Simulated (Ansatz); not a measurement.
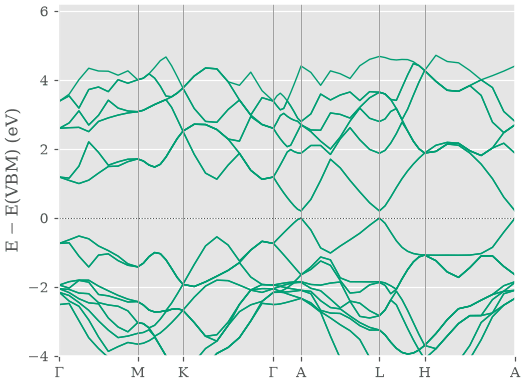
Figure. Band structure from DFT-r²SCAN with spin–orbit coupling in the program Ansatz with PAW potentials

Q: Read off the gap and where the band edges lie.

A: About 0.2 eV (0.21 eV by a search for the band edges); maximum at L, minimum at A.

The material is PbS (rock salt, Fm-3m).

The cell was relaxed with r²SCAN under the symmetry of its start.

Potentials: the earlier of the program's two PAW sets.
